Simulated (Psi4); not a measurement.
**ZrO2 (SMILES [O]=[Zr]=[O]) at TPSS/def2-TZVP (core potential)**

What is the energy change on altering one bond length of ZrO2 at TPSS/def2-TZVP (core potential)? 

The calculation is run with Psi4 1.11.

### Step 1. The molecule

ZrO2 has 3 atoms, charge 0, and is taken as a singlet. As SMILES, `[O]=[Zr]=[O]`. Geometry: relaxed at PBE0-D4/def2-TZVP.

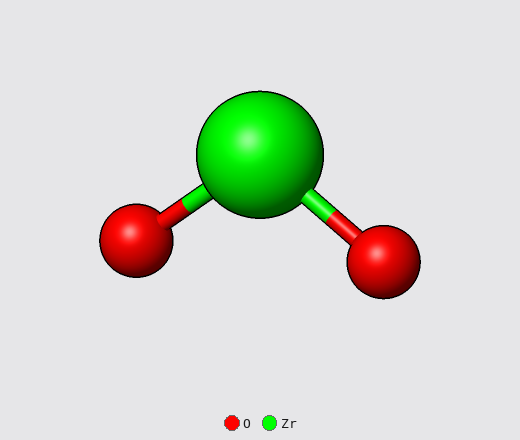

The structure, seen from a chosen angle (oxygen red, zirconium green).

### Step 2. Energy and gradient at TPSS/def2-TZVP (core potential)

Contents of input.dat:

```
memory 1600 MB

molecule system {
  0 1
  O
  Zr 1 r2
  O 2 r3 1 a3

  r2 = 1.76137
  r3 = 1.761356
  a3 = 107.92594
  symmetry c1
}

set globals {
  basis                def2-TZVP
  reference            rks
  puream               true
  e_convergence        1e-09
  d_convergence        1e-08
  scf_type             pk
  dft_radial_points    99
  dft_spherical_points 590
}

E, wfn = gradient('tpss', return_wfn=True)
oeprop(wfn, 'MULLIKEN_CHARGES', 'MAYER_INDICES', 'WIBERG_LOWDIN_INDICES', title='TPSS')
print_variables()
```

The run is started by

```console
psi4 input.dat output.dat -n 1
```

output.dat:

```text
[...]
    !!!  WARNING: ECP capability is in beta. Please check occupations closely.  !!!
[...]
  Running in c1 symmetry.
[...]
  Nuclear repulsion =   69.572842196540932
[...]
  Multiplicity = 1
[...]
  Nalpha       = 14
  Nbeta        = 14
[...]
    Number of basis functions: 102
[...]
   @RKS iter   1:  -196.72329026131251    2.25355e-01   1.50778e-02 DIIS/ADIIS
[...]
   @RKS iter  13:  -197.63993856482688   -3.75167e-12   8.69119e-09 DIIS
[...]
    Orbital Energies [Eh]
    ---------------------
    Doubly Occupied:
       1A    -18.818578     2A    -18.818576     3A     -2.001420
       4A     -1.190321     5A     -1.184311     6A     -1.175833
       7A     -0.757514     8A     -0.743333     9A     -0.272740
      10A     -0.262019    11A     -0.260110    12A     -0.244279
      13A     -0.226344    14A     -0.195345
[...]
  @RKS Final Energy:  -197.63993856482688
   => Energetics <=
    Nuclear Repulsion Energy =             69.5728421965409325
    One-Electron Energy =                -426.2434268409207903
    Two-Electron Energy =                 182.2422083826553205
    DFT Exchange-Correlation Energy =     -23.2115623031023333
    Empirical Dispersion Energy =           0.0000000000000000
    VV10 Nonlocal Energy =                  0.0000000000000000
    Total Energy =                       -197.6399385648268776
[...]
 Multipole Moments:
 ------------------------------------------------------------------------------------
     Multipole            Electronic (a.u.)      Nuclear  (a.u.)        Total (a.u.)
 ------------------------------------------------------------------------------------
 L = 1.  Multiply by 2.5417464519 to convert [e a0] to [Debye]
 Dipole X            :        -16.0987130           13.6995642           -2.3991489
 Dipole Y            :        -11.7124641            9.9669644           -1.7454996
 Dipole Z            :         -0.0000000            0.0000000           -0.0000000
 Magnitude           :                                                    2.9669318
[...]
  -Total Gradient:
     Atom            X                  Y                   Z
    ------   -----------------  -----------------  -----------------
       1       -0.001885348013    -0.021615958450     0.000000000134
       2        0.022999690898     0.016722399327     0.000000000141
       3       -0.021156908411     0.004862544265    -0.000000000275
[...]
  Mulliken Charges: (a.u.)
   Center  Symbol    Alpha    Beta     Spin     Total
       1     O     4.30636  4.30636  0.00000 -0.61271
       2    ZR     5.38729  5.38729  0.00000  1.22542
       3     O     4.30635  4.30635  0.00000 -0.61271
   Total alpha = 14.00000, Total beta = 14.00000, Total charge =  0.00000
  Mayer Bond Indices:
[...]
```

It took 59 s on 1 thread of Intel Xeon Platinum 8259CL at 2.50GHz (Skylake/Cascade Lake), shared host; peak memory 0.67 GiB.

### Step 3. The distorted shape, same level

Contents of o2zr.xyz:

```xyz
3
O2Zr
O      0.700404     1.512654     0.393891
Zr     0.348500    -0.481700     0.351800
O     -1.003000    -0.770800    -0.740100
```

Contents of o2zr.py:

```python
import psi4

psi4.set_memory('1600 MB')
psi4.set_num_threads(1)
psi4.core.set_output_file('run.log', False)

with open('o2zr.xyz') as f:
    atoms = ''.join(f.readlines()[2:])
molecule = psi4.geometry('0 1\n' + atoms + 'symmetry c1\nno_reorient\nno_com')

psi4.set_options({
    'basis': 'def2-TZVP',
    'puream': True,
    'e_convergence': 1e-09,
    'd_convergence': 1e-08,
    'scf_type': 'pk',
    'dft_radial_points': 99,
    'dft_spherical_points': 590,
})

e, wfn = psi4.gradient('tpss', molecule=molecule, return_wfn=True)
psi4.oeprop(wfn, 'QUADRUPOLE', 'MAYER_INDICES', 'MULLIKEN_CHARGES', title='TPSS')
print('gradient / Eh bohr^-1')
print(e.np.round(6))
print(f'energy = {wfn.energy():.10f} Eh')
```

The run is started by

```console
python o2zr.py
```

run.log (excerpt; [...] marks lines left out):

```text
[...]
    !!!  WARNING: ECP capability is in beta. Please check occupations closely.  !!!
[...]
  Running in c1 symmetry.
[...]
  Nuclear repulsion =   64.966789023302027
[...]
  Multiplicity = 1
[...]
  Nalpha       = 14
  Nbeta        = 14
[...]
    Number of basis functions: 102
[...]
   @RKS iter   1:  -196.55754262272271    2.42181e-01   1.55554e-02 ADIIS/DIIS
[...]
   @RKS iter  15:  -197.61293906003849   -4.00746e-12   9.48590e-09 DIIS
[...]
  @RKS Final Energy:  -197.61293906003849
   => Energetics <=
    Nuclear Repulsion Energy =             64.9667890233020273
    One-Electron Energy =                -416.8190651122399686
    Two-Electron Energy =                 177.3158797483992259
    DFT Exchange-Correlation Energy =     -23.0765427194997343
    Empirical Dispersion Energy =           0.0000000000000000
    VV10 Nonlocal Energy =                  0.0000000000000000
    Total Energy =                       -197.6129390600384852
[...]
  -Total Gradient:
     Atom            X                  Y                   Z
    ------   -----------------  -----------------  -----------------
       1        0.016332543903     0.100292573470     0.000977780108
       2       -0.018087090448    -0.102697077173    -0.002139192991
       3        0.001798542523     0.002375170572     0.001201848140
[...]
 Multipole Moments:
 ------------------------------------------------------------------------------------
     Multipole            Electronic (a.u.)      Nuclear  (a.u.)        Total (a.u.)
 ------------------------------------------------------------------------------------
 L = 1.  Multiply by 2.5417464519 to convert [e a0] to [Debye]
 Dipole X            :         -2.0721453            3.3282461            1.2561008
 Dipole Y            :         -2.8886729            0.2918342           -2.5968388
 Dipole Z            :         -1.3672451            2.7437463            1.3765012
 Magnitude           :                                                    3.1962660
 L = 2.  Multiply by 1.3450342976 to convert [e a0^2] to [Debye ang]
 Quadrupole XX       :        -71.5718612           47.9594903          -23.6123709
 Quadrupole XY       :        -51.2589647           45.1603325           -6.0986321
[...]
  Mulliken Charges: (a.u.)
   Center  Symbol    Alpha    Beta     Spin     Total
[...]
```

On the terminal:

```text
gradient / Eh bohr^-1
[[ 0.016333  0.100293  0.000978]
 [-0.018087 -0.102697 -0.002139]
 [ 0.001799  0.002375  0.001202]]
energy = -197.6129390600 Eh
```

Run time: 57 s. Hardware: 1 thread of Intel Xeon Platinum 8259CL at 2.50GHz (Skylake/Cascade Lake), shared host; peak memory 0.67 GiB.

### Step 4. Summary of results

Level: TPSS/def2-TZVP (core potential).

| quantity | value |
| --- | --- |
| first shape: total energy | -197.63994 Eh |
| first shape: dipole moment | 7.54 D |
| first shape: HOMO energy | -5.32 eV |
| first shape: LUMO energy | -3.34 eV |
| first shape: HOMO–LUMO gap | 1.98 eV |
| first shape: largest force on an atom | 1.462 eV/Å |
| distorted shape: total energy | -197.61294 Eh |
| distorted shape: dipole moment | 8.12 D |
| distorted shape: HOMO energy | -5.08 eV |
| distorted shape: LUMO energy | -3.71 eV |
| distorted shape: HOMO–LUMO gap | 1.36 eV |
| distorted shape: largest force on an atom | 5.363 eV/Å |
| energy change with the O1–Zr2 bond stretched from 1.761 to 2.026 Å | 0.735 eV |

What this shows: With the O1–Zr2 bond stretched from 1.761 to 2.026 Å the energy rises by 0.73 eV (16.9 kcal/mol). The first shape isn't relaxed at this level, so the change isn't measured from a minimum. The largest force (first shape) is 1.46 eV/Å: the shape isn't a stationary point for this species at this level. Mulliken charges (distorted shape) run from -0.64 on O1 to +1.22 on Zr2.
